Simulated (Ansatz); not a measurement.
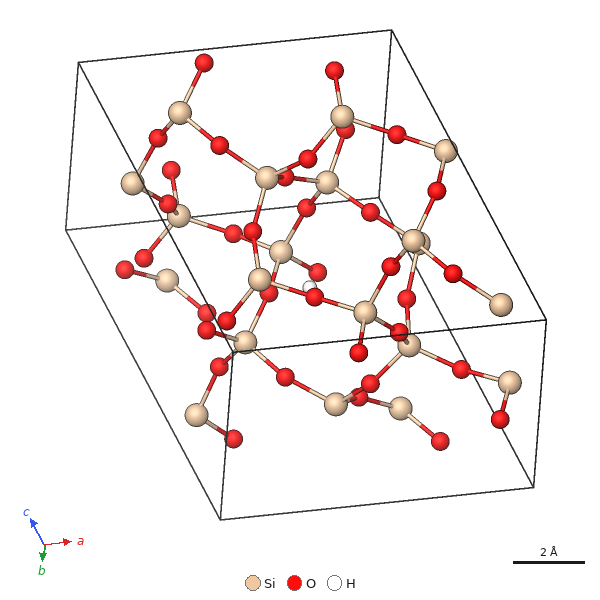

Shown here is a ball-and-stick view of the crystal, taken from a general direction. Thin lines show the supercell, with boundary atoms drawn in all their periodic places. The host is SiO₂, in a cell of 48 sites, and the cell is neutral.

Q: Identify the point defect.

A: An interstitial hydrogen atom. It is bonded to no bonds drawn.

Level of theory and settings: DFT PBE, scalar-relativistic, plane waves, PAW in Ansatz, wavefunction cutoff 420 eV, a 2×2×2 mesh of k-points, Gaussian smearing of 0.01 eV, collinear spins.

Q: Does a spin moment come with the defect?

A: Yes, 1.0 μB in the cell.

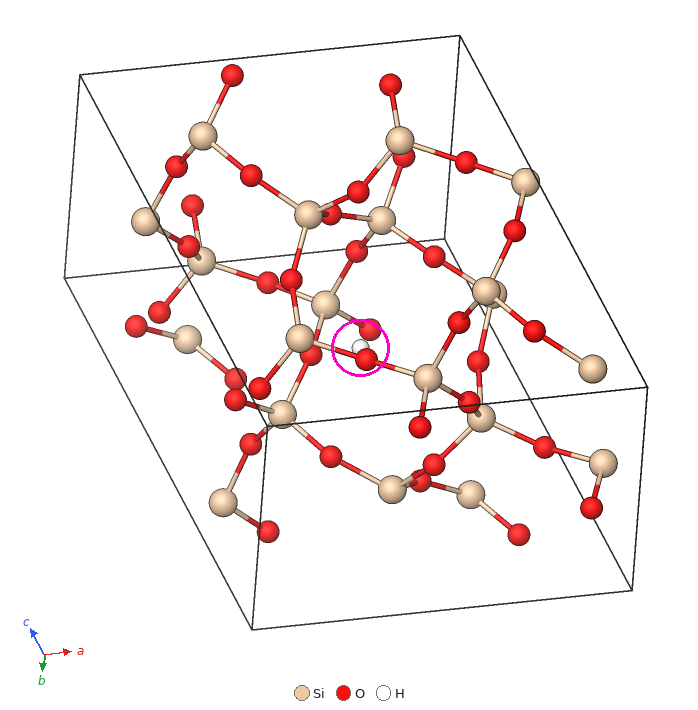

The same cell with a ring at the defect's site.

The atoms were relaxed in the host's cell with DFT PBE, scalar-relativistic, plane waves, PAW in Ansatz 0.2.0.
